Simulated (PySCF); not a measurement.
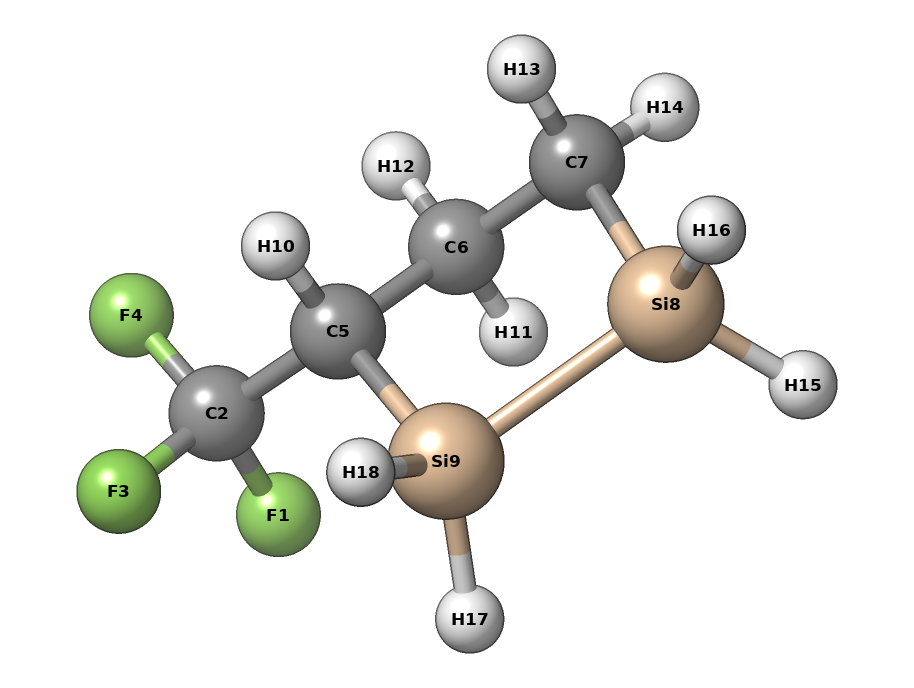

Computed geometry: PBE0-D3(BJ)/def2-SVP optimisation. No frequency run is at hand to confirm it as a minimum. Method: delta-SCF UKS SCAN, pcX-2 on the ionised atom, pcseg-1 elsewhere, spin-free X2C (PySCF 2.14.0).

Give the core-electron binding energies (to vacuum; p and d levels without spin–orbit splitting) of F1 1s, C2 1s, C5 1s, C6 1s, C7 1s, Si8 1s, Si8 2p, Si9 1s, Si9 2p.

| atom | level | binding energy (eV) |
| --- | --- | --- |
| F1 | 1s | 693.6 |
| C2 | 1s | 297.9 |
| C5 | 1s | 290.9 |
| C6 | 1s | 291.1 |
| C7 | 1s | 290.4 |
| Si8 | 1s | 1846.1 |
| Si8 | 2p | 106.6 |
| Si9 | 1s | 1846.2 |
| Si9 | 2p | 106.7 |
